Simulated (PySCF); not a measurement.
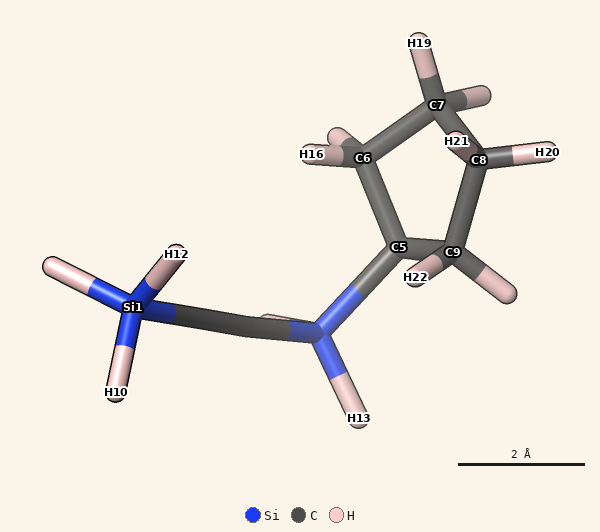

*The input geometry (stick view, seen at a tilt; atoms are numbered from 1 in the order of the input).*

**Run report: C7H14Si2, NMR shielding calculation**

System: C7H14Si2.
Method: GIAO PBE0/pcSseg-1 NMR shielding, non-relativistic, IEF-PCM acetone (PySCF 2.14.0).

The geometry comes from this level: PBE0-D3(BJ)/def2-SVP. It belongs to a series of runs on one base structure; here: solvent acetone. Figures and captions count atoms from 1; the log counts them from 0 in places.

### Input
```
{"job": {"kind": "nmr", "xc": "PBE0", "basis": "pcSseg-1", "solvent": "acetone", "pop": true}, "charge": 0, "multiplicity": 1}
Si     4.140741    -1.118091     0.215750
C      2.727144    -0.090036    -0.338552
C      1.789379     0.602544    -0.715340
Si     0.311488     1.582911    -1.217197
C     -1.208909     0.813349    -0.418795
C     -1.473084    -0.646016    -0.809803
C     -2.503517    -1.091952     0.225124
C     -2.032298    -0.443761     1.535895
C     -1.169764     0.774672     1.123129
H      5.282693    -0.234928     0.591391
H      4.558621    -2.029642    -0.888681
H      3.732558    -1.930172     1.398973
H      0.508528     2.994553    -0.768782
H      0.213220     1.561780    -2.707902
H     -2.076658     1.418463    -0.742132
H     -0.546990    -1.238542    -0.701274
H     -1.815971    -0.761568    -1.849584
H     -3.493590    -0.698791    -0.060066
H     -2.600773    -2.185892     0.297761
H     -2.879364    -0.154835     2.175713
H     -1.428333    -1.154397     2.120716
H     -0.135423     0.638820     1.479500
H     -1.529028     1.718630     1.559181
```

The first line tells a small driver script what to run in PySCF; the rest is the geometry in Å.

Hardware: 1 CPU thread, shared host.

Launched with:
```bash
OMP_NUM_THREADS=1 python <driver script> task.json out
```

### The program's output
```
coarse grid: 19536 points
cycle   1  E = -853.3555259516  dE =  6.738e-01  |g| = 4.716e-01  |ddm| = 4.325e+00
cycle   2  E = -853.3392451695  dE =  1.628e-02  |g| = 5.367e-01  |ddm| = 9.869e-01
cycle   3  E = -853.4152439251  dE = -7.600e-02  |g| = 5.718e-02  |ddm| = 5.513e-01
cycle   4  E = -853.4157550540  dE = -5.111e-04  |g| = 3.193e-02  |ddm| = 6.860e-02
cycle   5  E = -853.4159556132  dE = -2.006e-04  |g| = 1.589e-02  |ddm| = 3.445e-02
cycle   6  E = -853.4160155355  dE = -5.992e-05  |g| = 4.145e-03  |ddm| = 1.291e-02
cycle   7  E = -853.4160202563  dE = -4.721e-06  |g| = 3.368e-04  |ddm| = 4.031e-03
final grid: 177520 points
cycle   8  E = -853.4723588055  dE = -3.841e-05  |g| = 8.218e-03  |ddm| = 3.607e-02
cycle   9  E = -853.4723482129  dE =  1.059e-05  |g| = 1.052e-02  |ddm| = 1.724e-02
cycle  10  E = -853.4723769113  dE = -2.870e-05  |g| = 6.670e-04  |ddm| = 9.398e-03
cycle  11  E = -853.4723769744  dE = -6.310e-08  |g| = 4.100e-04  |ddm| = 8.408e-04
cycle  12  E = -853.4723770137  dE = -3.925e-08  |g| = 1.318e-04  |ddm| = 3.570e-04
cycle  13  E = -853.4723770178  dE = -4.142e-09  |g| = 3.806e-05  |ddm| = 1.288e-04
cycle  14  E = -853.4723770182  dE = -3.745e-10  |g| = 5.314e-06  |ddm| = 3.839e-05
```

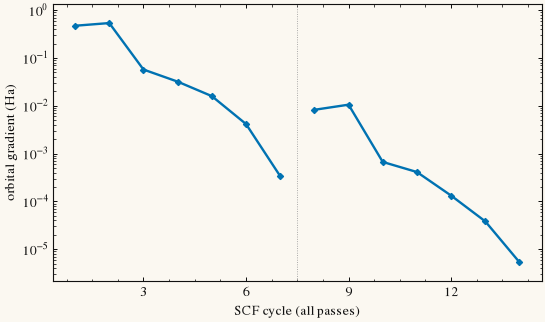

*Convergence of the self-consistent field: orbital gradient against the SCF cycle. The dotted line marks the change from a coarse to the final integration grid.*

The first 7 cycles use a coarse grid, the final grid takes over at cycle 8, and the field converges after 14 cycles in all.

```
converged SCF energy = -853.4723770182

GIAO shielding tensors (ppm)
atom      isotropic    diamagn.    paramagn.     s11        s22        s33       span
  0 Si     449.033     881.227    -432.194    442.410    442.873    461.815     19.405
  1 C       71.150     263.415    -192.266    -26.981    -24.550    264.982    291.963
  2 C       64.195     264.998    -200.802    -37.062    -31.431    261.079    298.140
  3 Si     413.245     882.236    -468.990    378.078    398.047    463.610     85.533
  4 C      160.297     255.571     -95.273    140.434    165.983    174.475     34.041
  5 C      151.630     248.684     -97.053    126.193    162.863    165.835     39.642
  6 C      153.807     249.253     -95.446    128.560    160.179    172.684     44.124
  7 C      158.241     248.418     -90.177    128.107    172.508    174.108     46.001
  8 C      156.369     249.042     -92.673    125.450    167.074    176.584     51.134
  9 H       27.063      26.765       0.298     23.568     25.365     32.257      8.689
 10 H       27.069      27.494      -0.425     23.622     25.485     32.100      8.478
 11 H       27.054      29.151      -2.097     23.324     26.225     31.612      8.287
 12 H       26.945      28.846      -1.901     23.347     24.963     32.525      9.178
 13 H       26.940      28.910      -1.970     23.314     25.003     32.503      9.189
 14 H       30.310      32.570      -2.259     26.605     26.970     37.356     10.751
 15 H       30.013      33.687      -3.674     24.604     29.550     35.885     11.281
 16 H       29.571      31.563      -1.992     24.375     27.570     36.768     12.393
 17 H       29.863      30.053      -0.190     24.785     27.400     37.402     12.617
 18 H       29.453      29.684      -0.231     24.779     26.582     36.999     12.220
 19 H       29.491      29.065       0.426     24.169     27.137     37.166     12.998
 20 H       29.681      31.049      -1.368     24.558     27.733     36.752     12.194
 21 H       29.717      33.738      -4.021     24.119     29.291     35.742     11.624
 22 H       29.493      31.370      -1.877     24.203     27.523     36.753     12.550
```

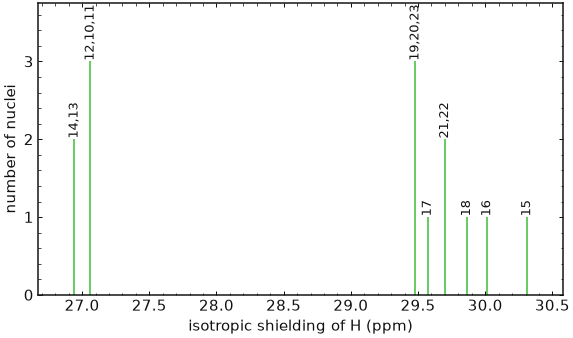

*Isotropic shieldings of the hydrogen nuclei in this fixed geometry, labelled by atom number; shielding grows to the right, so chemical shift grows to the left.*

The least shielded is H14 (26.9 ppm), the most shielded H15 (30.3 ppm).

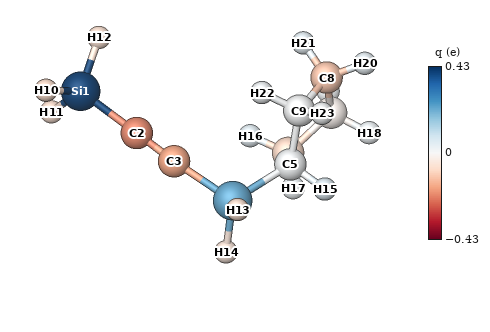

*ESP-fitted charges, as the colour of each atom (ball-and-stick view, seen at a tilt; atoms are numbered from 1 in the order of the input).*

By element: Si +0.22 to +0.41, C −0.21 to +0.01 and H −0.08 to +0.06 e.

### Key numbers

```csv
quantity,value
outcome,converged
total energy,−853.472377 hartree
HOMO,−7.95 eV
LUMO,−0.62 eV
dipole moment,1.33 D
"isotropic shielding, Si",413.2 to 449.0 ppm
"isotropic shielding, C",64.2 to 160.3 ppm
"isotropic shielding, H",26.9 to 30.3 ppm
wall time,1.7 min
peak memory,1.3 GiB
```
